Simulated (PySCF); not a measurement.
# Cl2: what the fields show

| atom | x (Å) | y (Å) | z (Å) |
| --- | --- | --- | --- |
| Cl | 0.0000 | 0.0000 | -0.9925 |
| Cl | 0.0000 | 0.0000 | 0.9925 |

Computed with PBE0/def2-TZVPPD, non-relativistic Hamiltonian with scalar-relativistic core potentials where named, at a bond length of 1.985 Å (PySCF).

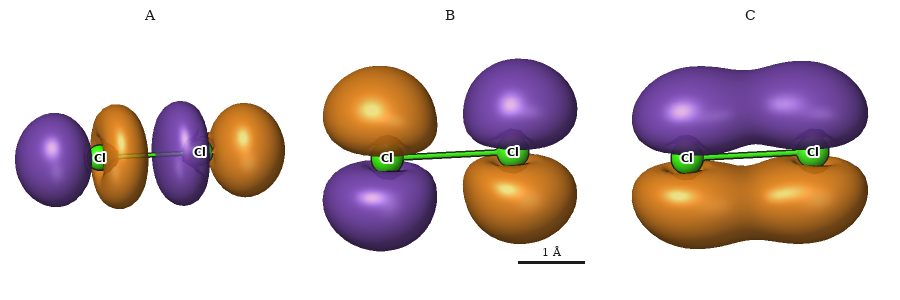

Figure 1. Three frontier orbitals, each drawn at the value that holds 80 % of its norm (orange and purple are the two phases), in no order; of a degenerate pair one member is drawn.

Label each orbital by symmetry, say whether it is occupied, and order them by energy.

Answer. Orbital C: πu, occupied, −11.65 eV; with no node between the nuclei, bonding.
Orbital B: πg, occupied, −8.73 eV; antibonding, with a node between the atoms.
Orbital A: σu, empty, −3.14 eV; antibonding, with a node between the atoms.

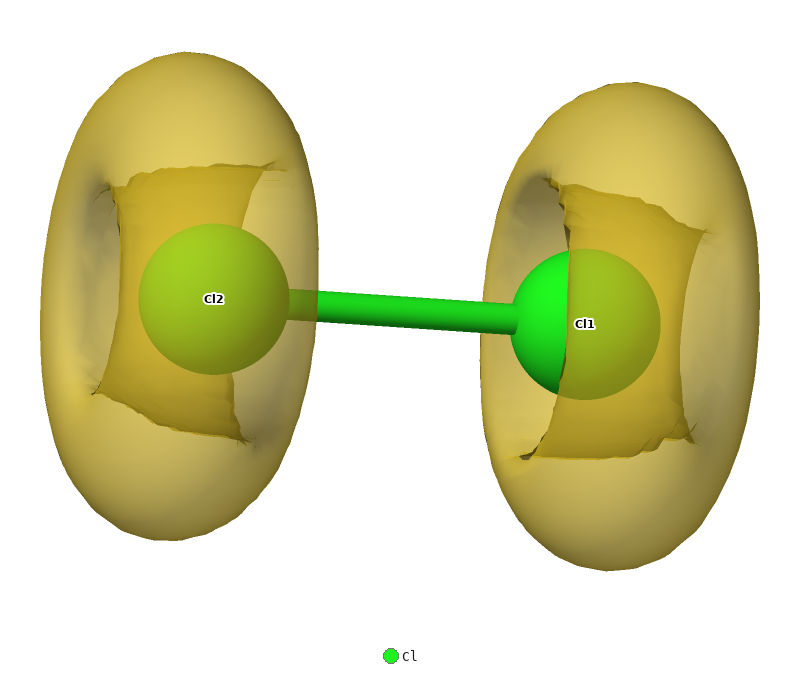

Figure 2. Isosurface of the electron localisation function at 0.85 (yellow), seen from one side. Core shells and regions of very low density are left out.

Where are the electrons localised?

Answer. The surface consists of two regions wrapped around Cl (its lone pairs, merged into a ring or cap). Along the contacts the grid gives the following. Cl–Cl (1.98 Å): the ELF peaks at about 0.80 between the atoms: a shared electron pair.

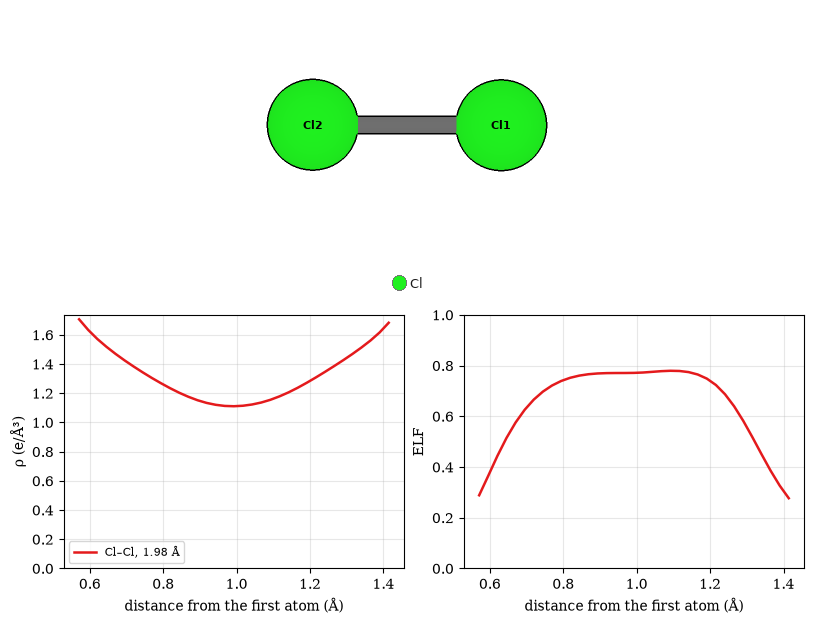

Figure 3. Electron density and electron localisation function along straight lines between neighbouring atoms. The curves leave out the atomic cores. The structure is drawn too.

What kind of bonding do the profiles show?

Answer. Cl–Cl (1.98 Å): the density is about 1.1 e/Å³ at the midpoint; the ELF peaks at about 0.80 between the atoms, as expected for a covalent bond.
